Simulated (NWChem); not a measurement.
# BHSCl (SMILES S[B]Cl): UGAM/6-311++G(d,p) (SMD hexane)

Aim: the vertical electron affinity of BHSCl at UGAM/6-311++G** (SMD hexane), from 2 runs. 

The calculation is run with NWChem 7.3.0.

3 further runs of the same task are left out: 3 that didn't finish.

## 1. The structure to begin with

The species is BHSCl (4 atoms), meant as a doublet with charge 0. As SMILES, `S[B]Cl`. The coordinates come from a PBE0-D4/def2-TZVP relaxation.

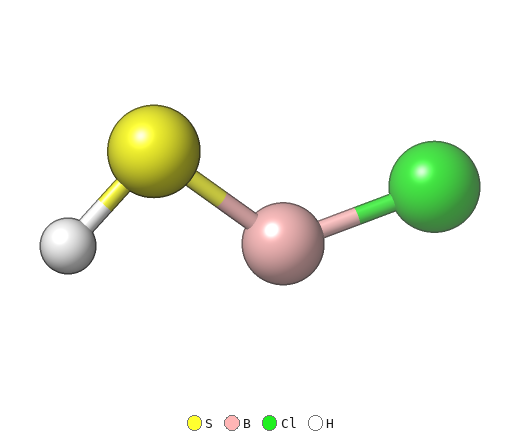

The structure, seen from a chosen angle (sulfur yellow, boron pink, chlorine green, hydrogen white).

## 2. The energy at UGAM/6-311++G(d,p) (SMD hexane)

File sp.nw:

```
start sp
title "BClHS"
memory total 2200 mb
geometry units angstrom noautoz
   S        0.566400      -0.789100       0.531400
   B       -0.299600       0.475700      -0.345800
   Cl      -2.014100       0.616000      -0.427300
   H        1.802900      -0.362900       0.221400
end
basis spherical bse
   * library 6-311++G**
end
cosmo
   do_cosmo_smd true
   solvent hexane
end
dft
   xc gga_x_gam gga_c_gam
   mult 2
   grid fine
   convergence energy 1e-08
   maxiter 200
   print low
end
task dft energy
```

Run with:

```sh
$ nwchem sp.nw > sp.out
```

Standard output:

```text
[...]
 Group name             Cs
[...]
 d= 0,ls=0.0,diis     1   -883.8110113594 -9.90D+02  1.21D-02  1.42D+00     1.8
[...]
 d= 0,ls=0.0,diis     7   -883.8873810643 -1.79D-09  3.74D-07  3.77D-10    27.4
[...]
         Total DFT energy =     -883.887381064304
      One electron energy =    -1431.441056063081
           Coulomb energy =      499.702653334052
    Exchange-Corr. energy =      -58.487397893860
 Nuclear repulsion energy =      106.345088161316
             COSMO energy =       -0.006668602731
[...]
      <S2> =      0.7584 (Exact =     0.7500)
[...]
```

Wall time 28 s (1 thread of Intel Xeon Platinum 8275CL at 3.00GHz (Skylake/Cascade Lake), shared host); peak memory 0.11 GiB.

## 3. The singlet anion

File bclhs.xyz:

```xyz
4

S      0.566400    -0.789100     0.531400
B     -0.299600     0.475700    -0.345800
Cl    -2.014100     0.616000    -0.427300
H      1.802900    -0.362900     0.221400
```

File bclhs.nw:

```
start bclhs
memory 2200 mb
charge -1

geometry units angstrom noautosym nocenter noautoz
   load format xyz bclhs.xyz
end

basis spherical bse
   * library 6-311++G**
end

cosmo
   do_cosmo_smd true
   solvent hexane
end

dft
   xc gga_x_gam gga_c_gam
   grid fine
   convergence energy 1e-08
   maxiter 150
   print medium
end

task dft energy
```

Run with:

```sh
$ nwchem bclhs.nw > bclhs.out
```

Standard output:

```text
[...]
          Wavefunction type:  closed shell.
          No. of atoms     :     4
          No. of electrons :    40
[...]
          Charge           :    -1
          Spin multiplicity:     1
[...]
          AO basis - number of functions:    89
[...]
              XC Information
              --------------
          Using LibXC version      7.1.2
                                         gga_x_gam  1.000
                                         gga_c_gam  1.000
[...]
 d= 0,ls=0.0,diis     1   -883.5330181557 -9.90D+02  3.35D-01  8.28D+00     2.0
[...]
 d= 0,ls=0.0,diis    12   -883.9405847147  2.59D-10  8.60D-08  4.60D-13    39.0
         Total DFT energy =     -883.940584714692
      One electron energy =    -1442.688172335367
           Coulomb energy =      507.754490989236
    Exchange-Corr. energy =      -58.665838811064
 Nuclear repulsion energy =      106.345087899324
             COSMO energy =        3.313847543179
[...]
```

Wall time 40 s (1 thread of Intel Xeon Platinum 8275CL at 3.00GHz (Skylake/Cascade Lake), shared host); peak memory 0.11 GiB.

## 4. What came out

At UGAM/6-311++G** (SMD hexane):

| quantity | value |
| --- | --- |
| doublet BHSCl: total energy | -883.88738 Eh |
| doublet BHSCl: solvent term in the energy | -10.6 kJ/mol |
| doublet BHSCl: ⟨S²⟩ | 0.758 |
| singlet anion: total energy | -883.94058 Eh |
| singlet anion: HOMO energy | -0.35 eV |
| singlet anion: LUMO energy | 1.20 eV |
| singlet anion: HOMO–LUMO gap (to an unbound level, set by the basis) | 1.56 eV |
| singlet anion: solvent term in the energy | -120.2 kJ/mol |
| vertical electron affinity (to the singlet anion) | 1.448 eV |

At fixed nuclei the extra electron is bound by 1.45 eV (33 kcal/mol).
